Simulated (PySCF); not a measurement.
# CH₈GeSSi: electronic excitations and core binding energies

What electronic excitations and core binding energies should CH₈GeSSi (`C[SiH2][S][GeH3]`) show?

Computed with PySCF 2.14.0, with density-fitted response routines of our own, on a single molecule in the gas phase. Atoms are numbered from 0 throughout.

### 1 The molecule as given

12 atoms, charge 0, multiplicity 1; geometry from: GFN2-xTB.

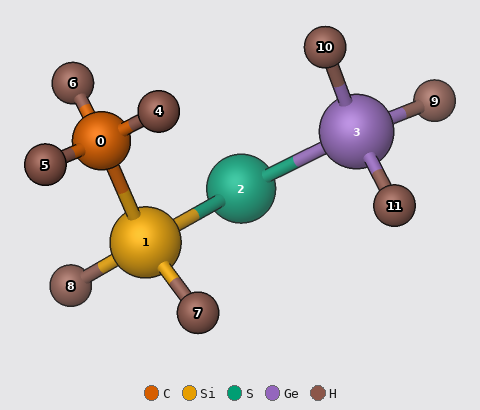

As it starts; carbon orange, silicon amber, sulfur teal, germanium purple, hydrogen brown, atoms numbered.

### 2 TDDFT and polarisability: CAM-B3LYP/def2-SVPD

The job: settings as JSON, then the geometry in Å.

```
{"job": {"kind": "uv", "xc": "CAM-B3LYP", "basis": "def2-SVPD", "nstates": 8, "ntriplets": 3}, "charge": 0, "multiplicity": 1}
C     -1.705238     0.542608     0.305217
Si    -0.864270    -1.071195    -0.225702
S      0.959904    -0.637864    -1.315431
Ge     2.126586     0.379625     0.234000
H     -1.123777     1.060106     1.066131
H     -2.691579     0.349387     0.715878
H     -1.821800     1.219469    -0.538056
H     -0.507360    -1.890211     0.934214
H     -1.625606    -1.817417    -1.218437
H      3.494484     0.618071    -0.323768
H      1.524578     1.703009     0.623674
H      2.235276    -0.456273     1.480974
```

With the program's defaults for keys left out, this is: TDDFT CAM-B3LYP/def2-SVPD, vertical, gas phase, core orbitals frozen in the response.

Command:

```console
$ OMP_NUM_THREADS=1 python probes_run.py task.json out
```

The driver reads the jobs from task.json and runs them one after another.

Log:

```text
coarse grid: 45104 points
cycle   1  E = -2807.2051219582  dE = -5.379e-01  |g| = 5.049e-01  |ddm| = 3.858e+00
cycle   2  E = -2807.2145343853  dE = -9.412e-03  |g| = 4.993e-01  |ddm| = 1.050e+00
cycle   3  E = -2807.2535131713  dE = -3.898e-02  |g| = 2.449e-02  |ddm| = 5.363e-01
cycle   4  E = -2807.2536332190  dE = -1.200e-04  |g| = 1.381e-02  |ddm| = 6.990e-02
cycle   5  E = -2807.2536817521  dE = -4.853e-05  |g| = 2.187e-03  |ddm| = 2.126e-02
cycle   6  E = -2807.2536832751  dE = -1.523e-06  |g| = 5.595e-04  |ddm| = 4.528e-03
final grid: 90896 points
cycle   7  E = -2807.2536705693  dE = -1.109e-07  |g| = 4.594e-04  |ddm| = 2.997e-03
cycle   8  E = -2807.2536705834  dE = -1.406e-08  |g| = 4.398e-04  |ddm| = 1.109e-03
cycle   9  E = -2807.2536706301  dE = -4.672e-08  |g| = 3.107e-05  |ddm| = 5.042e-04
cycle  10  E = -2807.2536706304  dE = -3.574e-10  |g| = 1.210e-05  |ddm| = 7.428e-05
converged SCF energy = -2807.2536706304

Static polarisability (au): isotropic 90.632, principal 78.481 87.940 105.475

Singlet excitations
state   eV       nm        f      main configurations
  1   5.8084    213.5   0.01596   H->L 0.81, H->L+1 0.10
  2   6.2819    197.4   0.00753   H->L+1 0.45, H->L+2 0.38
  3   6.6232    187.2   0.01266   H->L+2 0.40, H->L+1 0.28, H->L+4 0.10
  4   6.9460    178.5   0.00802   H->L+4 0.46, H->L+3 0.28, H->L+1 0.12
  5   7.1995    172.2   0.01251   H->L+3 0.36, H->L+4 0.19, H-1->L 0.14
  6   7.3391    168.9   0.09039   H-1->L 0.56, H-1->L+1 0.13, H->L+3 0.11
  7   7.6866    161.3   0.00556   H->L+5 0.29, H->L+6 0.27, H-1->L+1 0.09
  8   7.7580    159.8   0.00529   H->L+6 0.55, H->L+5 0.27

Triplet excitations (Tamm-Dancoff, eV): 5.3686 5.9765 6.4494
```

Run time: 54 s. Hardware: 1 thread of Arm Neoverse N1, shared host; peak memory 0.74 GiB.

The orbitals next to the gap, with their largest atomic shares:

| orbital | eV | atoms |
| --- | --- | --- |
| HOMO−3 | -11.01 | C0 24 %, Si1 22 %, H7 14 % |
| HOMO−2 | -10.52 | S2 28 %, Ge3 19 %, Si1 19 % |
| HOMO−1 | -9.80 | S2 58 %, Ge3 12 %, Si1 11 % |
| HOMO | -8.43 | S2 70 %, Ge3 10 %, Si1 8 % |
| LUMO | 0.61 | Ge3 33 %, S2 24 %, H10 11 % |
| LUMO+1 | 0.95 | Ge3 28 %, S2 20 %, Si1 16 % |
| LUMO+2 | 1.12 | Si1 28 %, S2 20 %, C0 10 % |

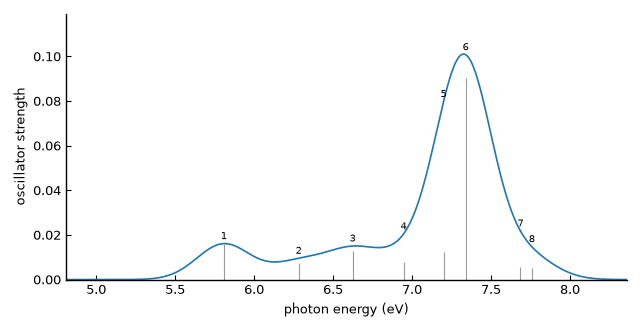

Absorption spectrum from the 8 singlet states computed; above the last one it falls off for lack of states. Lines are broadened to a width of 0.40 eV (Gaussian).

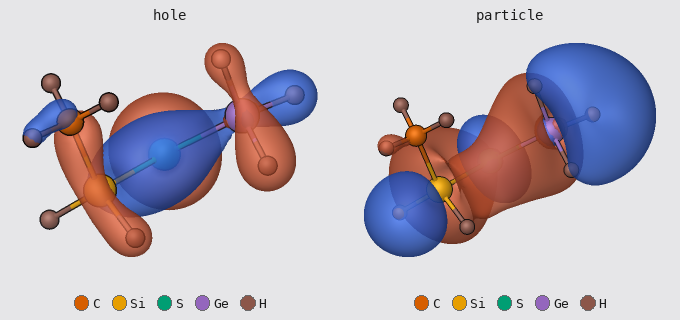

Leading natural transition orbitals of singlet state 6: the electron leaves the hole (left) for the particle orbital (right).

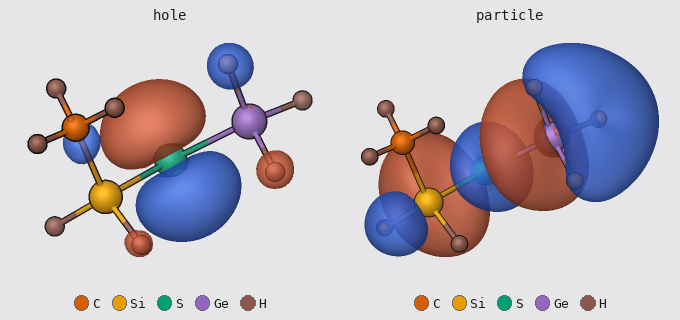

Leading natural transition orbitals of singlet state 1: the electron leaves the hole (left) for the particle orbital (right).

Further results of this job:

| property | computed |
| --- | --- |
| dipole moment (D) | 1.80 |
| polarisability (Å³) | 13.43 |
| HOMO–LUMO gap (eV) | 9.04 |
| −ε(HOMO) (eV) | 8.43 |

The fields below are evaluated on a grid from the run's orbitals.

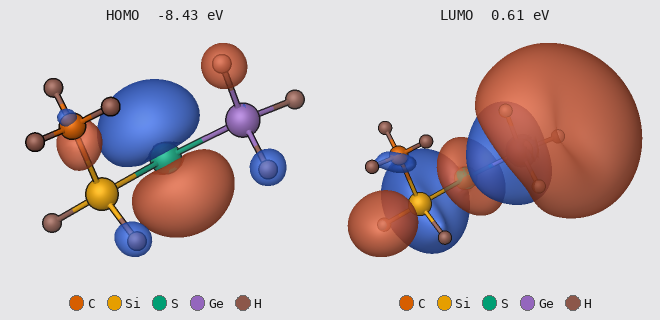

CAM-B3LYP/def2-SVPD orbitals near the gap, drawn at the value that encloses 70 % of each; the two colours are the two signs.

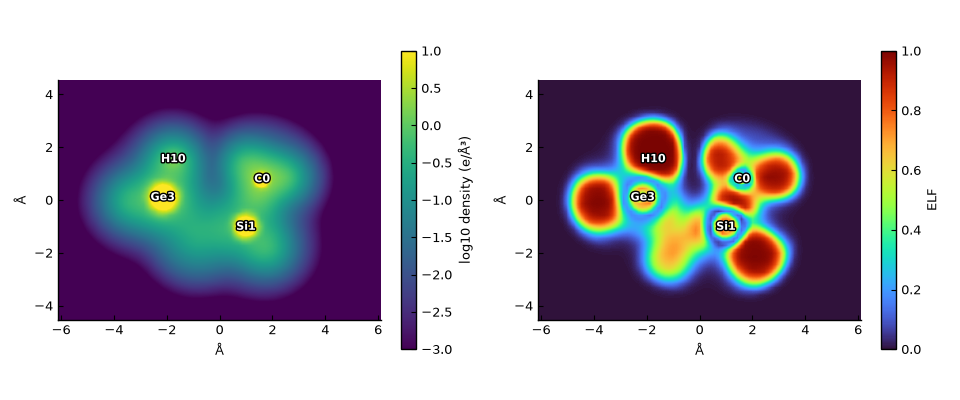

Density (left) and ELF (right) in a plane through or near 4 of the atoms.

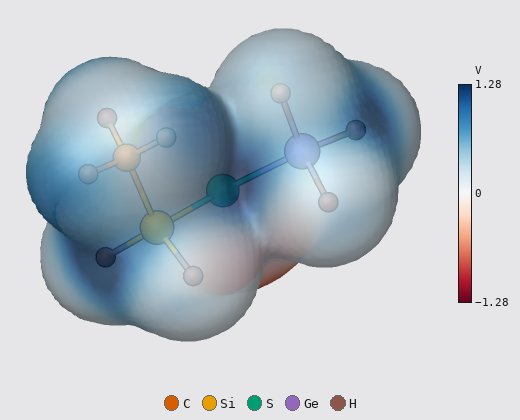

The potential that a unit positive charge feels on the 0.002 e/bohr³ surface, from -0.88 V near S2 to 1.28 V near H5.

### 3 X-ray photoelectron lines: SCAN, X2C

Same as in step 2 but for these lines:

```diff
@@ -1,2 +1,2 @@
-{"job": {"kind": "uv", "xc": "CAM-B3LYP", "basis": "def2-SVPD", "nstates": 8, "ntriplets": 3}, "charge": 0, "multiplicity": 1}
+{"job": {"kind": "xps"}, "charge": 0, "multiplicity": 1}
 C     -1.705238     0.542608     0.305217
```

Level: delta-SCF UKS SCAN, pcX-2 on the ionised atom, pcseg-1 elsewhere, spin-free X2C.

Log:

```text
ground state, core basis on atom 0 (C), 148 functions
  cycle   1  E = -2826.06162280  |g| = 4.72e-01
  cycle   2  E = -2826.00220094  |g| = 6.40e-01
  cycle   3  E = -2826.12104164  |g| = 5.68e-02
  cycle   4  E = -2826.12192289  |g| = 3.47e-02
  cycle   5  E = -2826.12231480  |g| = 7.31e-03
  cycle   6  E = -2826.12232790  |g| = 2.29e-03
  cycle   7  E = -2826.12232851  |g| = 6.89e-04
  cycle   8  E = -2826.12232952  |g| = 1.91e-04
  E(ground) = -2826.30034429 Eh
hole in C 1s of atom 0
  cycle   1  E = -2814.88285766  |g| = 1.50e+00
  cycle   2  E = -2814.19763369  |g| = 1.79e+00
  cycle   3  E = -2815.37907650  |g| = 3.72e-01
  cycle   4  E = -2815.40473581  |g| = 2.61e-01
  cycle   5  E = -2815.45171088  |g| = 5.14e-02
  cycle   6  E = -2815.45314190  |g| = 1.05e-02
  cycle   7  E = -2815.45318575  |g| = 6.02e-03
  cycle   8  E = -2815.45321407  |g| = 1.63e-03
  cycle   9  E = -2815.45321265  |g| = 6.96e-04
  cycle  10  E = -2815.45321599  |g| = 2.52e-04
  E(ion) = -2815.63047102 Eh   <S^2> = 0.7670   hole on atom = 1.000   binding energy = 290.342 eV
ground state, core basis on atom 1 (Si), 159 functions
  cycle   1  E = -2826.21750973  |g| = 2.87e-01
  cycle   2  E = -2826.21746874  |g| = 4.22e-02
  cycle   3  E = -2826.21725394  |g| = 4.31e-02
  cycle   4  E = -2826.21771932  |g| = 8.97e-03
  cycle   5  E = -2826.21774279  |g| = 1.62e-03
  cycle   6  E = -2826.21774505  |g| = 1.99e-04
  E(ground) = -2826.35460477 Eh
hole in Si 1s of atom 1
  cycle   1  E = -2757.27421891  |g| = 4.35e+00
  cycle   2  E = -2757.00116877  |g| = 2.29e+00
  cycle   3  E = -2757.62742395  |g| = 9.90e-01
  cycle   4  E = -2758.23223221  |g| = 3.95e-01
  cycle   5  E = -2758.32723537  |g| = 1.38e-01
  cycle   6  E = -2758.33818875  |g| = 6.38e-02
  cycle   7  E = -2758.34085042  |g| = 1.46e-02
  cycle   8  E = -2758.34098057  |g| = 3.75e-03
  cycle   9  E = -2758.34098406  |g| = 1.40e-03
  cycle  10  E = -2758.34098863  |g| = 3.72e-04
  E(ion) = -2758.48636593 Eh   <S^2> = 0.7526   hole on atom = 1.000   binding energy = 1846.789 eV
hole in Si 2p of atom 1
  cycle   1  E = -2821.93247251  |g| = 1.24e+00
  cycle   2  E = -2821.52850268  |g| = 1.30e+00
  cycle   3  E = -2822.14850303  |g| = 4.01e-01
  cycle   4  E = -2822.25198672  |g| = 1.37e-01
  cycle   5  E = -2822.26249703  |g| = 6.21e-02
  cycle   6  E = -2822.26521139  |g| = 1.39e-02
  cycle   7  E = -2822.26532065  |g| = 3.82e-03
  cycle   8  E = -2822.26533299  |g| = 1.23e-03
  cycle   9  E = -2822.26533675  |g| = 3.92e-04
  E(ion) = -2822.41405614 Eh   <S^2> = 0.7527   hole on atom = 1.002   binding energy = 107.228 eV
  2p3/2 = 106.979 eV   2p1/2 = 107.604 eV
ground state, core basis on atom 2 (S), 159 functions
  cycle   1  E = -2826.26788717  |g| = 4.05e-01
  cycle   2  E = -2826.26765534  |g| = 4.69e-02
  cycle   3  E = -2826.26675192  |g| = 7.14e-02
  cycle   4  E = -2826.26835754  |g| = 6.48e-03
  cycle   5  E = -2826.26835959  |g| = 2.63e-03
  cycle   6  E = -2826.26836304  |g| = 2.68e-04
  E(ground) = -2826.43234699 Eh
hole in S 1s of atom 2
  cycle   1  E = -2734.04455585  |g| = 5.08e+00
  cycle   2  E = -2734.29138826  |g| = 2.20e+00
  cycle   3  E = -2734.64154526  |g| = 1.05e+00
  cycle   4  E = -2735.21256504  |g| = 3.44e-01
  cycle   5  E = -2735.27542971  |g| = 9.31e-02
  cycle   6  E = -2735.27911438  |g| = 3.34e-02
  cycle   7  E = -2735.27962140  |g| = 7.98e-03
  cycle   8  E = -2735.27964142  |g| = 4.80e-03
  cycle   9  E = -2735.27965556  |g| = 3.88e-04
  E(ion) = -2735.43444391 Eh   <S^2> = 0.7512   hole on atom = 1.000   binding energy = 2476.179 eV
hole in S 2p of atom 2
  cycle   1  E = -2819.60320696  |g| = 1.53e+00
  cycle   2  E = -2819.45406213  |g| = 1.31e+00
  cycle   3  E = -2820.00398720  |g| = 2.98e-01
  cycle   4  E = -2820.05368162  |g| = 1.09e-01
  cycle   5  E = -2820.05993127  |g| = 4.46e-02
  cycle   6  E = -2820.06095689  |g| = 1.22e-02
  cycle   7  E = -2820.06104676  |g| = 2.29e-03
  cycle   8  E = -2820.06105092  |g| = 1.16e-03
  cycle   9  E = -2820.06105015  |g| = 3.01e-04
  E(ion) = -2820.23211874 Eh   <S^2> = 0.7534   hole on atom = 1.001   binding energy = 168.717 eV
  2p3/2 = 168.432 eV   2p1/2 = 169.669 eV
```

Run time: 83 s. Hardware: 1 thread of Arm Neoverse N1, shared host; peak memory 0.68 GiB.

The holes in one table. −ε is the ground-state orbital energy:

| hole | stands for | environment | ΔSCF (eV; 2p as the shell's mean) | −ε (eV) | ⟨S²⟩ |
| --- | --- | --- | --- | --- | --- |
| C1s on C0 | C0 | methyl carbon bonded to Si | 290.34 | 273.5 | 0.767 |
| Si1s on Si1 | Si1 | silicon bonded to C, S, 2 H | 1846.79 | 1793.8 | 0.753 |
| Si2p on Si1 | Si1 | silicon bonded to C, S, 2 H | 107.19 | 96.6 | 0.753 |
| S1s on S2 | S2 | sulfur bonded to Ge, Si | 2476.18 | 2414.6 | 0.751 |
| S2p on S2 | S2 | sulfur bonded to Ge, Si | 168.84 | 157.7 | 0.753 |

With the spin-orbit splitting: Si1 2p3/2 106.98, 2p1/2 107.60 eV; S2 2p3/2 168.43, 2p1/2 169.67 eV. The table gives each 2p level as the mean over the whole 2p shell (two parts 2p3/2, one part 2p1/2), which differs a little from the single hole in the log.

### 4 Results

| quantity | value |
| --- | --- |
| lowest singlet (CAM-B3LYP/def2-SVPD) | 5.81 eV (213 nm), f = 0.016 |
| brightest single state of those computed | state 6, 7.34 eV, f = 0.090 |
| lowest triplet | 5.37 eV |
| surface potential, least and greatest | -0.88 V and 1.28 V |
| C1s binding energies, SCAN/pcX-2 | C0 290.34 eV |
| Si1s binding energies, SCAN/pcX-2 | Si1 1846.79 eV |
| Si2p binding energies, SCAN/pcX-2 | Si1 107.19 eV |
| S1s binding energies, SCAN/pcX-2 | S2 2476.18 eV |
| S2p binding energies, SCAN/pcX-2 | S2 168.84 eV |

In words: The lowest singlet, at 5.81 eV, is HOMO→LUMO 0.81, HOMO→LUMO+1 0.10 and is weak; of the 8 states computed, the strongest absorption comes from state 6 at 7.34 eV. The lowest triplet lies 0.44 eV below the lowest singlet (triplets in Tamm-Dancoff, singlets in full TDDFT).
